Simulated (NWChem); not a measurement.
# C2H4ClF (1-chloro-2-fluoroethane): levels of theory compared

Wanted: a comparison of 6 runs (HF/STO-3G, HF/3-21G, B3LYP/6-31G*, B3LYP/6-311+G**, M06-2X/6-311+G**) of C2H4ClF (1-chloro-2-fluoroethane). 

Program for the calculation: NWChem 7.3.0.

6 further runs of the same task are left out: 5 that didn't finish, 1 set aside as unsound or not needed.

### 1 Starting point

C2H4ClF: 8 atoms, total charge 0, spin state singlet. As SMILES, `FCCCl`. The shape is that of a PBE0-D4/def2-TZVP optimisation. This is one conformer, not always the lowest.

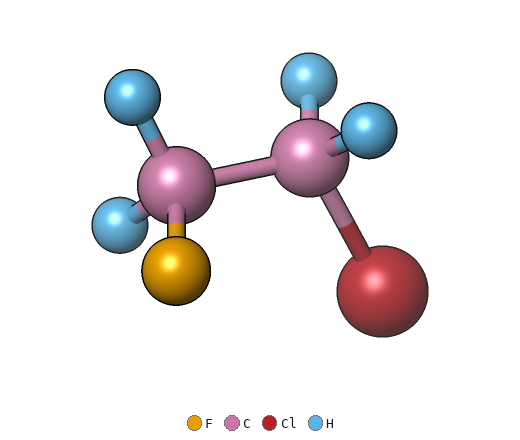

Viewed from a chosen angle; fluorine amber, carbon pink, chlorine red, hydrogen blue.

### 2 Energy and forces at HF/STO-3G (run 1)

File c2h4clf.nw:

```
echo
start c2h4clf
title "C2H4ClF"
memory total 2200 mb
geometry units bohr noautosym nocenter noautoz
F  -2.52652603  0.94136707  1.94736277
C  -0.27128908  1.26804402  0.69710107
C   0.56776821 -1.15258176 -0.52103529
Cl -1.43492574 -2.05530393 -3.06303818
H  -0.51761488  2.76319533 -0.70709772
H   1.15201484  1.85412368  2.08355533
H   0.56085182 -2.69405026  0.84436743
H   2.46972087 -0.92479417 -1.28119652
end
basis spherical bse
* library STO-3G
end
scf
thresh 1e-08
maxiter 80
end
task scf gradient
```

Run with:

```console
$ nwchem c2h4clf.nw > c2h4clf.out
```

Standard output:

```text
[...]
  functions       =    28
[...]
  wavefunction    = RHF
[...]
         Total SCF energy =   -629.747439842133
      One-electron energy =  -1193.640831698665
      Two-electron energy =    402.221384365711
 Nuclear repulsion energy =    161.672007490822
        Time for solution =      1.1s
[...]
                         RHF ENERGY GRADIENTS
    atom               coordinates                        gradient
                 x          y          z           x          y          z
   1 F      -2.526526   0.941367   1.947363    0.013775   0.002667  -0.006901
   2 C      -0.271289   1.268044   0.697101    0.013800  -0.028627  -0.018916
   3 C       0.567768  -1.152582  -0.521035   -0.028538   0.023541   0.003006
   4 Cl     -1.434926  -2.055304  -3.063038    0.014638   0.006190   0.017699
   5 H      -0.517615   2.763195  -0.707098   -0.005913  -0.003256   0.004437
   6 H       1.152015   1.854124   2.083555   -0.006215  -0.002278   0.002244
   7 H       0.560852  -2.694050   0.844367   -0.001402  -0.000207  -0.000746
   8 H       2.469721  -0.924794  -1.281197   -0.000146   0.001970  -0.000824
[...]
```

Wall time 2 s (1 thread of Intel Xeon Platinum 8488C (Sapphire Rapids), shared host); peak memory 0.1 GiB.

### 3 Energy and gradient at HF/3-21G (run 2)

File calc.xyz:

```xyz
8

F     -1.336980     0.498150     1.030500
C     -0.143560     0.671020     0.368890
C      0.300450    -0.609920    -0.275720
Cl    -0.759330    -1.087620    -1.620890
H     -0.273910     1.462220    -0.374180
H      0.609620     0.981160     1.102570
H      0.296790    -1.425630     0.446820
H      1.306920    -0.489380    -0.677980
```

File calc.nw:

```
start calc
memory 2200 mb
geometry units angstroms noautosym nocenter noautoz
  load calc.xyz
end
basis spherical bse
  * library 3-21G
end
scf
  thresh 1e-08
  maxiter 80
end
task scf gradient
```

Run with:

```console
$ nwchem calc.nw > calc.out
```

Standard output:

```text
[...]
  functions       =    48
[...]
  wavefunction    = RHF
[...]
         Total SCF energy =   -633.817339629661
      One-electron energy =  -1197.033697801873
      Two-electron energy =    401.544339081338
 Nuclear repulsion energy =    161.672019090873
        Time for solution =      1.4s
[...]
                         RHF ENERGY GRADIENTS
    atom               coordinates                        gradient
                 x          y          z           x          y          z
   1 F      -2.526526   0.941367   1.947363    0.018938   0.005391  -0.008983
   2 C      -0.271289   1.268044   0.697101   -0.017523  -0.019948   0.003843
   3 C       0.567768  -1.152582  -0.521035   -0.037656  -0.000155  -0.030863
   4 Cl     -1.434926  -2.055304  -3.063038    0.024981   0.010698   0.030238
   5 H      -0.517615   2.763195  -0.707098   -0.004002   0.007697  -0.005884
   6 H       1.152015   1.854124   2.083555    0.004940   0.002451   0.008420
   7 H       0.560852  -2.694050   0.844367    0.000973  -0.007572   0.006146
   8 H       2.469721  -0.924794  -1.281196    0.009350   0.001438  -0.002917
[...]
```

Run time: 2.4 s. Hardware: 1 thread of Intel Xeon Platinum 8488C (Sapphire Rapids), shared host; peak memory 0.1 GiB.

Runs 3 to 5 aren't shown in full; the table further down has their settings and results.

### 4 Energy and forces at M06-2X/6-311+G(d,p) (run 6)

File run.py:

```python
from ase import Atoms
from ase.calculators.nwchem import NWChem

system = Atoms(['F', 'C', 'C', 'Cl', 'H', 'H', 'H', 'H'], positions=[
    [-1.336980, 0.498150, 1.030500],
    [-0.143560, 0.671020, 0.368890],
    [0.300450, -0.609920, -0.275720],
    [-0.759330, -1.087620, -1.620890],
    [-0.273910, 1.462220, -0.374180],
    [0.609620, 0.981160, 1.102570],
    [0.296790, -1.425630, 0.446820],
    [1.306920, -0.489380, -0.677980],
])

calc = NWChem(
    label='mol',
    theory='dft',
    memory='2200 mb',
    basis='6-311+G**',
    basispar='spherical bse',
    dft={'xc': 'm06-2x', 'mult': '1', 'grid': 'fine', 'convergence': 'energy 1e-08', 'iterations': '100', 'mulliken': None},
)
system.calc = calc

forces = system.get_forces()
print(f"energy = {system.get_potential_energy():.6f} eV")
print("forces (eV/A):")
for s, f in zip(system.symbols, forces):
    print(f"{s:2s} {f[0]:10.5f} {f[1]:10.5f} {f[2]:10.5f}")
print("dipole (e A):", system.get_dipole_moment().round(4))
```

Run with:

```console
$ export ASE_NWCHEM_COMMAND="nwchem PREFIX.nwi > PREFIX.nwo"
$ python run.py
```

Standard output:

```text
energy = -17378.115497 eV
forces (eV/A):
F    -0.10326   -0.05898    0.03548
C     0.17036    0.27490   -0.00242
C     0.23654   -0.15535    0.14172
Cl   -0.17288   -0.04726   -0.18903
H    -0.02252   -0.03245    0.02936
H    -0.06196   -0.01995   -0.02108
H    -0.01193    0.02988   -0.00453
H    -0.03430    0.00920    0.01049
dipole (e A): [0.5864 0.1493 0.1157]
```

The calculator wrote mol.nwi:

```
title "mol"

permanent_dir mol

scratch_dir mol

start mol

geometry units angstrom nocenter noautosym noautoz
  F  -1.3369800000000001e+00 4.9814999999999998e-01 1.0305000000000000e+00
  C  -1.4355999999999999e-01 6.7101999999999995e-01 3.6889000000000000e-01
  C  3.0044999999999999e-01 -6.0992000000000002e-01 -2.7572000000000002e-01
  Cl -7.5932999999999995e-01 -1.0876200000000000e+00 -1.6208899999999999e+00
  H  -2.7390999999999999e-01 1.4622200000000001e+00 -3.7418000000000001e-01
  H  6.0962000000000005e-01 9.8116000000000003e-01 1.1025700000000001e+00
  H  2.9679000000000000e-01 -1.4256300000000000e+00 4.4681999999999999e-01
  H  1.3069200000000001e+00 -4.8937999999999998e-01 -6.7798000000000003e-01
end

memory 2200 mb

basis spherical bse noprint
   * library 6-311+G**
end

dft
  xc m06-2x
  mult 1
  grid fine
  convergence energy 1e-08
  iterations 100
  mulliken
end

task dft gradient
```

mol.nwo:

```text
Northwest Computational Chemistry Package (NWChem) 7.3.0
             --------------------------------------------------------

           Job information
           ---------------

    nwchem branch   = 7.3.0
    use scalapack   = T
    input           = mol.nwi
    prefix          = mol.
    data base       = mol/mol.db
    status          = startup
    nproc           =        1

           Memory information
           ------------------

[... 5 lines left out ...]
    hardfail = no
[... 108 lines left out ...]
  convergence criterion.
[... 41 lines left out ...]
          Spatial weights used:  Erf1
[... 32 lines left out ...]
 1-e energy   =   -1198.371607
[... 43 lines left out ...]
           Coulomb energy =      451.713020256582
[... 915 lines left out ...]
          Convergence on density requested:  1.00D-05
[... 27 lines left out ...]
          total energy or number of iterations.
[... 36 lines left out ...]
                 ----------------------------------------
                 |  Time  |  1-e(secs)   |  2-e(secs)   |
                 ----------------------------------------
                 |  CPU   |       0.01   |       6.89   |
                 ----------------------------------------
                 |  WALL  |       0.01   |       6.89   |
                 ----------------------------------------

 Task  times  cpu:       43.3s     wall:       43.3s
 Total times  cpu:       43.4s     wall:       43.4s
```

Wall time 44 s (1 thread of Intel Xeon Platinum 8488C (Sapphire Rapids), shared host); peak memory 0.13 GiB.

### 5 The series

```csv
run,level,iteration cap,module,energy (Eh),dipole moment (D),HOMO energy (eV),LUMO energy (eV),wall time
1,HF/STO-3G,80,scf,-629.747440,2.73,-10.31,9.93,2 s
2,HF/3-21G,80,scf,-633.817340,3.44,-12.05,5.38,2.4 s
3,B3LYP/6-31G* (spherical functions),100,dft,-638.641599,2.69,-8.17,0.81,30 s
4,B3LYP/6-31G* (Cartesian functions),100,dft,-638.647561,2.69,-8.18,0.81,31 s
5,B3LYP/6-311+G**,100,dft,-638.741373,2.90,-8.41,-0.17,37 s
6,M06-2X/6-311+G**,100,dft,-638.633970,2.96,-10.04,0.24,44 s
```

### 6 Outcome

| quantity | value |
| --- | --- |
| run 6: total energy | -638.63397 Eh |
| run 6: dipole moment | 2.96 D |
| run 6: HOMO energy | -10.04 eV |
| run 6: LUMO energy | 0.24 eV |
| run 6: HOMO–LUMO gap | 10.28 eV |
| run 6: largest force on an atom | 0.323 eV/Å |

What this shows: The dipole moment (its size) runs from 2.69 D (B3LYP/6-31G*) to 3.44 D (HF/3-21G). The two ends differ in method and basis. The HOMO–LUMO gap runs from 8.24 eV (B3LYP/6-311+G**) to 20.24 eV (HF/STO-3G). Totals of different functionals can't be ranked against each other. In run 1 the basis is minimal, so the values are rough. All runs together took 2.4 min, the longest 44 s.
